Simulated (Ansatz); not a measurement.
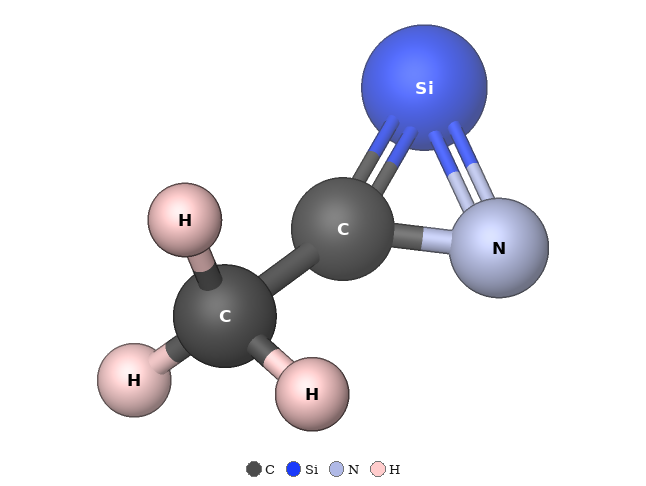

Source: calculation with Ansatz.

Orthographic view. Depth is shown by fading: the farther an atom, the more it takes the colour of the background. Geometry: a frame of the PBE0-D4/def2-SVP trajectory.

Q: Write the InChI string.

A: InChI=1S/C2H3NSi/c1-2-3-4-2/h1H3
